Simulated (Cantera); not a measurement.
Feed: 1 mol CH3SiH3, 0.85 mol C2H4, 8.4 mol H2, 0.047 mol C3H8, held at 1330 Pa.

Equilibrium computed with Cantera from the NASA thermochemical tables; the gas is ideal and each condensed phase is pure. Candidate condensed phases: C, C6H6, C7H8, C8H18, Si, SiC; 87 gas species. The feed counts by its element totals alone. Gases not in the tables: Si2H6 and higher silanes. Equilibrium is a limit: real reactors are often held back by kinetics, nucleation or transport.

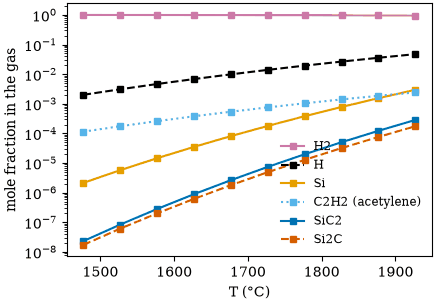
Equilibrium gas composition (values under 1e-9 drawn at 1e-9)

**Question.** Read off the mole fractions at 1777 °C.

**Answer.** H2 about 0.98, H about 0.019, C2H2 (acetylene) about 0.0010, Si about 0.00038, SiC2 about 2.0e-5, Si2C about 1.3e-5.
